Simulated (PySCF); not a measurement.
# C5H14Si (SMILES C[SiH2]C(C)(C)C): what the fields show

```xyz
20

C     2.4935    0.5380   -0.0139
Si    1.0415   -0.1746   -1.0067
C    -0.5875   -0.1236    0.0098
C    -1.7282   -0.7057   -0.8257
C    -0.4505   -0.9472    1.2915
C    -0.9426    1.3156    0.3873
H     3.4048    0.5048   -0.6025
H     2.3218    1.5738    0.2641
H     2.6730   -0.0247    0.8975
H     1.3326   -1.5704   -1.3656
H     0.8565    0.6111   -2.2358
H    -1.8678   -0.1356   -1.7417
H    -1.5201   -1.7379   -1.0993
H    -2.6630   -0.6836   -0.2652
H    -1.3860   -0.9362    1.8516
H    -0.2047   -1.9827    1.0638
H     0.3299   -0.5431    1.9331
H    -0.1712    1.7554    1.0161
H    -1.8824    1.3427    0.9394
H    -1.0546    1.9346   -0.5008
```

Geometry: GFN2-xTB.

Computed with PBE0/pcSseg-1, SCF density, gas phase, non-relativistic (PySCF 2.14.0).

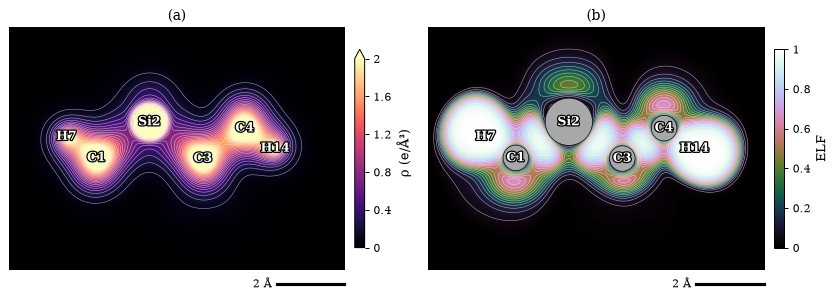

Figure 1. (a) total electron density; (b) electron localisation function on the plane of atoms C1, Si2 and C3. Grey discs cover the atomic cores in the ELF map.

Q: Interpret the plot.

A: The section cuts through C, Si and H sites. C–C (1.53 Å): ρ at the midpoint is about 1.6 e/Å³; the ELF peaks at about 0.95 between the atoms; localised, covalent bonding. C–Si (1.90 Å): the density is about 0.91 e/Å³ at the midpoint; the ELF peaks at about 0.95 between the atoms: a shared electron pair. C–H (1.09 Å): ρ is about 1.9 e/Å³ halfway; the ELF climbs to about 1 towards the hydrogen, as it does in any bond to H; a covalent bond by its length.

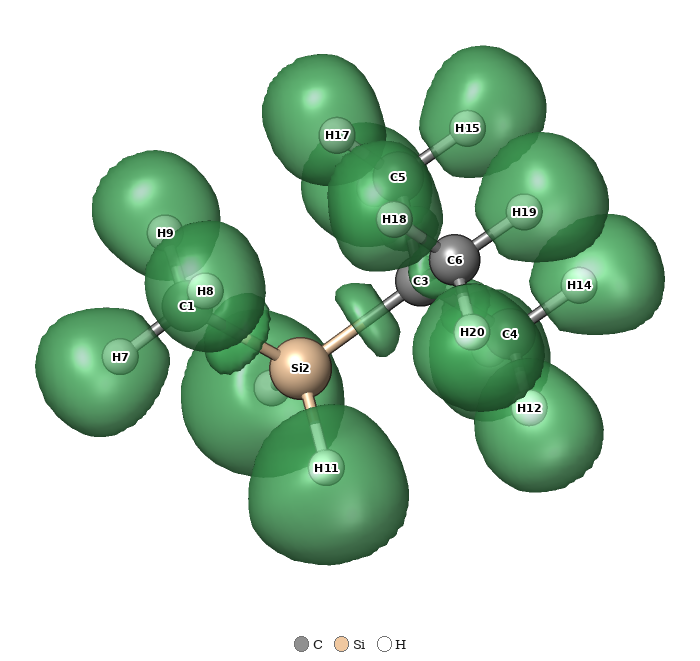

Figure 2. Isosurface of the electron localisation function at 0.85 (green), seen at a tilt. Only the valence region is drawn (cores and ρ < 0.01 e/Å³ removed).

Q: What do the ELF domains correspond to?

A: The ELF exceeds this value in three regions between bonded C–C atoms (shared pairs), two regions between bonded C–Si atoms (shared pairs) and 14 regions around hydrogen nuclei.

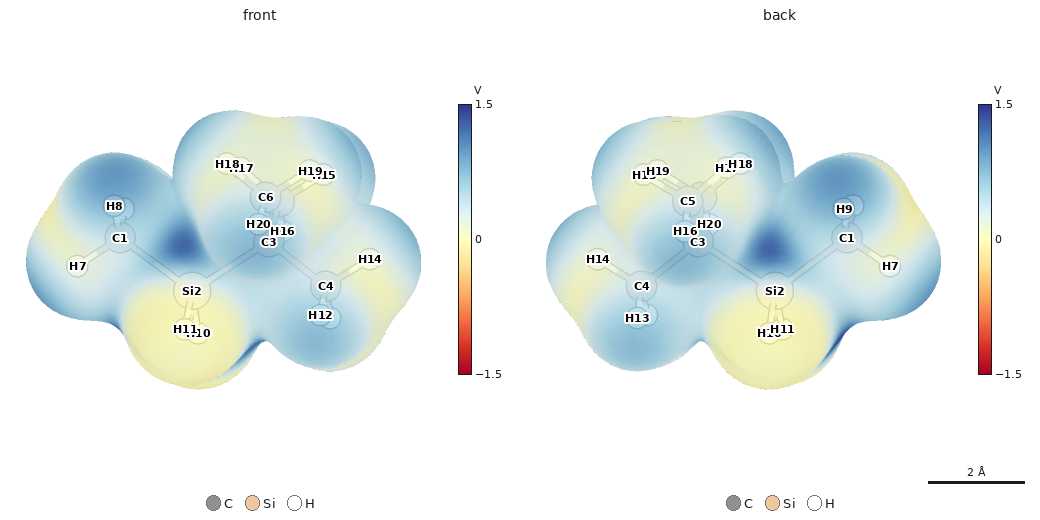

Figure 3. The molecular electrostatic potential painted on the density surface at 0.004 e/bohr³, seen from the front and from behind; the colour scale runs from red (negative) to blue (positive).

Q: Which sites attract a positive test charge, and which a negative one?

A: A positive charge is drawn to the negative regions and a negative charge to the positive ones. The most negative region (about −0.1 V) lies over C1, H10 and H11, the most positive (about +1.3 V) over Si2.
